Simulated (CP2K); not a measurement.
# GFN1-xTB run of Si2H2F3 (SMILES F[Si](F)(F)[SiH2])

Aim: the energy difference between two shapes of Si2H2F3 at GFN1-xTB, from 2 runs. 

The calculation is run with CP2K 2026.2.

1 further run of the same task is left out (set aside as unsound or not needed).

## (1) The structure to begin with

Si2H2F3 has 7 atoms, charge 0, and is taken as a doublet. As SMILES, `F[Si](F)(F)[SiH2]`. The coordinates come from a PBE0-D4/def2-TZVP relaxation.

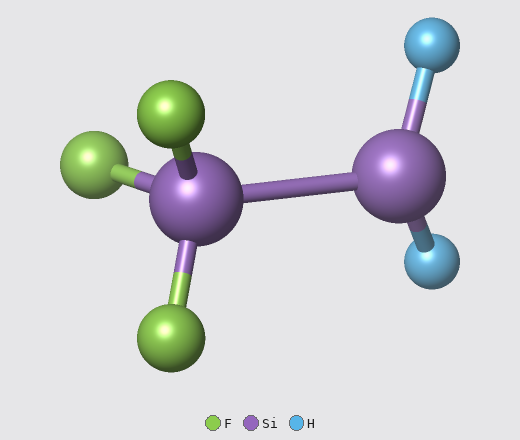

The structure, seen from a chosen angle (fluorine green, silicon purple, hydrogen blue).

## (2) Energy and gradient at GFN1-xTB

File qs.inp:

```
&GLOBAL
  PROJECT_NAME qs
  RUN_TYPE ENERGY_FORCE
  PRINT_LEVEL MEDIUM
&END GLOBAL

&FORCE_EVAL
  METHOD QUICKSTEP
  &DFT
    CHARGE 0
    MULTIPLICITY 2
    LSD T
    &QS
      METHOD XTB
      EPS_DEFAULT 1.0E-10
      &XTB
        GFN_TYPE 1
        CHECK_ATOMIC_CHARGES F
      &END XTB
    &END QS
    &POISSON
      PERIODIC NONE
      POISSON_SOLVER ANALYTIC
    &END POISSON
    &SCF
      SCF_GUESS ATOMIC
      EPS_SCF 1.0E-06
      MAX_SCF 40
      &OT ON
        MINIMIZER DIIS
        PRECONDITIONER FULL_SINGLE_INVERSE
      &END OT
      &OUTER_SCF
        EPS_SCF 1.0E-06
        MAX_SCF 10
      &END OUTER_SCF
    &END SCF
    &PRINT
      &MOMENTS
        PERIODIC F
        REFERENCE COM
        MAX_MOMENT 1
      &END MOMENTS
      &MO_CUBES
        NLUMO 5
        NHOMO -1
        WRITE_CUBE F
      &END MO_CUBES
      &HIRSHFELD OFF
      &END HIRSHFELD
    &END PRINT
  &END DFT
  &SUBSYS
    &CELL
      ABC [angstrom] 13.1 13.7 13.3
      PERIODIC NONE
    &END CELL
    &COORD
      F      0.541000    -1.122900     1.740900
      Si     0.348100    -0.838500     0.198300
      F     -0.739700    -1.863500    -0.318400
      F      1.701000    -1.209700    -0.529600
      Si    -0.171300     1.385900    -0.152100
      H     -1.367400     1.832600     0.604300
      H     -0.250400     1.748100    -1.589000
    &END COORD
    &TOPOLOGY
      &CENTER_COORDINATES
      &END CENTER_COORDINATES
    &END TOPOLOGY
  &END SUBSYS
  &PRINT
    &FORCES ON
    &END FORCES
  &END PRINT
&END FORCE_EVAL
```

Command:

```bash
$ OMP_NUM_THREADS=1 cp2k.psmp -i qs.inp > qs.out 2>&1
```

The log of the run:

```text
CP2K| version string:                                       CP2K version 2026.2
[...]
 GLOBAL| Method name                                                        CP2K
[...]
 GLOBAL| Run type                                                   ENERGY_FORCE
[...]
                             - Atoms:                                          7
[...]
                             - Spherical basis functions:                     34
[...]
 Number of electrons:                                                         16
[...]
     1 OT DIIS     0.80E-01    0.0     0.07115817       -20.1848190850 -2.02E+01
[...]
    17 OT DIIS     0.80E-01    0.0     0.00000099       -20.3530714254 -4.55E-10
  *** SCF run converged in    17 steps ***
[...]
 TB_DIPOLE| Moment [Debye]         -0.29863443       2.32952960      -0.24172395
 TB_DIPOLE| Derivative [a.u.]       0.00000000       0.00000000       0.00000000
[...]
 ENERGY| Total FORCE_EVAL ( QS ) energy [hartree]            -20.353071425576093
 FORCES| Atomic forces [hartree/bohr]
 FORCES|   Atom     x               y               z               |f|
 FORCES|      1  1.37028083E-03 -1.79789609E-03  5.25526156E-03   5.72082808E-03
 FORCES|      2 -5.51660840E-03  1.30597622E-02 -3.35046854E-03   1.45676352E-02
 FORCES|      3 -4.54312531E-03 -1.07373200E-02 -1.91151869E-03   1.18145644E-02
 FORCES|      4  4.96562469E-03 -2.05996659E-03 -1.83581042E-03   5.68076499E-03
 FORCES|      5  9.09195643E-03  2.76596329E-03  4.54689601E-03   1.05351074E-02
 FORCES|      6  4.11136090E-04 -8.51008371E-04 -7.42240730E-03   7.48233775E-03
 FORCES|      7 -5.77926433E-03 -3.79534423E-04  4.71804738E-03   7.47020171E-03
 FORCES| Sum     2.62810607E-16  4.02239006E-17  2.41126563E-16
 FORCES| Total atomic force                                       3.58928122E-16
[...]
```

Run time: 0.69 s. Hardware: 1 thread of Arm Neoverse V1, shared host.

## (3) The distorted shape at the same level

File mol.inp:

```
&GLOBAL
  PROJECT mol
  RUN_TYPE ENERGY_FORCE
  PRINT_LEVEL MEDIUM
&END GLOBAL
&FORCE_EVAL
  METHOD QUICKSTEP
  &DFT
    MULTIPLICITY 2
    UKS T
    ! Quickstep
    &QS
      METHOD XTB
      EPS_DEFAULT 1.0E-10
      &XTB
        GFN_TYPE 1
        CHECK_ATOMIC_CHARGES F
      &END XTB
    &END QS
    ! isolated system
    &POISSON
      PERIODIC NONE
      POISSON_SOLVER ANALYTIC
    &END POISSON
    &SCF
      SCF_GUESS ATOMIC
      EPS_SCF 1.0E-06
      MAX_SCF 40
      &OT
        MINIMIZER DIIS
        PRECONDITIONER FULL_SINGLE_INVERSE
      &END OT
      &OUTER_SCF
        EPS_SCF 1.0E-06
        MAX_SCF 10
      &END OUTER_SCF
    &END SCF
    &PRINT
      &MOMENTS
        PERIODIC F
        REFERENCE COM
        MAX_MOMENT 1
      &END MOMENTS
      &MO_CUBES
        NLUMO 5
        NHOMO -1
        WRITE_CUBE F
      &END MO_CUBES
      &HIRSHFELD OFF
      &END HIRSHFELD
    &END PRINT
  &END DFT
  &SUBSYS
    ! vacuum box
    &CELL
      ABC 13 13.7 13.5
      PERIODIC NONE
    &END CELL
    &COORD
      F      0.640589    -1.011452     1.785783
      Si     0.349341    -0.886883     0.237186
      F     -0.817177    -1.905963    -0.449053
      F      1.627424    -1.216206    -0.430334
      Si    -0.210584     1.322756    -0.191307
      H     -1.382804     1.765878     0.724416
      H     -0.176845     1.566427    -1.670247
    &END COORD
    &TOPOLOGY
      &CENTER_COORDINATES
      &END CENTER_COORDINATES
    &END TOPOLOGY
  &END SUBSYS
  &PRINT
    &FORCES ON
    &END FORCES
  &END PRINT
&END FORCE_EVAL
```

Command:

```bash
$ OMP_NUM_THREADS=1 cp2k.psmp -i mol.inp > mol.out 2>&1
```

The log of the run:

```text
CP2K| version string:                                       CP2K version 2026.2
[...]
 GLOBAL| Method name                                                        CP2K
[...]
 GLOBAL| Run type                                                   ENERGY_FORCE
[...]
                             - Atoms:                                          7
[...]
                             - Spherical basis functions:                     34
[...]
 Number of electrons:                                                         16
[...]
     1 OT DIIS     0.80E-01    0.0     0.07179744       -20.1662547935 -2.02E+01
[...]
    18 OT DIIS     0.80E-01    0.0     0.00000096       -20.3314583866 -3.05E-10
  *** SCF run converged in    18 steps ***
[...]
 TB_DIPOLE| Moment [Debye]          0.15920309       2.33950581      -0.23296983
 TB_DIPOLE| Derivative [a.u.]       0.00000000       0.00000000       0.00000000
[...]
 ENERGY| Total FORCE_EVAL ( QS ) energy [hartree]            -20.331458386765853
 FORCES| Atomic forces [hartree/bohr]
 FORCES|   Atom     x               y               z               |f|
 FORCES|      1 -3.96183124E-03 -7.80749961E-03  8.10095720E-03   1.19280621E-02
 FORCES|      2 -9.59010574E-02  1.81869273E-02  1.21578141E-02   9.83645748E-02
 FORCES|      3  2.40990904E-02  1.14937887E-02  1.88520632E-02   3.26844554E-02
 FORCES|      4  7.41447410E-02 -2.38845432E-02 -4.04594607E-02   8.77774572E-02
 FORCES|      5  2.20420770E-03  3.79741975E-03  1.33033179E-02   1.40091825E-02
 FORCES|      6  9.95637996E-03 -3.59195596E-03 -2.01899560E-02   2.27961833E-02
 FORCES|      7 -1.05415305E-02  1.80586305E-03  8.23526433E-03   1.34983178E-02
 FORCES| Sum     5.03069808E-17 -1.11889664E-16 -1.09287579E-16
 FORCES| Total atomic force                                       1.64298096E-16
[...]
```

Run time: 0.67 s. Hardware: 1 thread of Arm Neoverse V1, shared host.

## (4) Summary of results

Level: GFN1-xTB.

| quantity | value |
| --- | --- |
| first shape: total energy | -20.35307 Eh |
| first shape: dipole moment (from atomic charges alone) | 2.36 D |
| first shape: HOMO energy (highest over α and β) | -9.09 eV |
| first shape: dispersion energy | -5.38 kJ/mol |
| first shape: largest force on an atom | 0.749 eV/Å |
| distorted shape: total energy | -20.33146 Eh |
| distorted shape: dipole moment (from atomic charges alone) | 2.36 D |
| distorted shape: HOMO energy (highest over α and β) | -8.97 eV |
| distorted shape: dispersion energy | -5.41 kJ/mol |
| distorted shape: largest force on an atom | 5.058 eV/Å |
| energy change with the atoms displaced | 0.588 eV |

In words: With the atoms displaced the energy rises by 0.59 eV (13.6 kcal/mol). The first shape isn't relaxed at this level, so the change isn't measured from a minimum. The largest force (first shape) is 0.75 eV/Å: the shape isn't a stationary point for this species at this level. The dipole (first shape) comes from point charges on the atoms alone, without atomic dipoles, so it is partial. The dipole (distorted shape) comes from point charges on the atoms alone, without atomic dipoles, so it is partial.
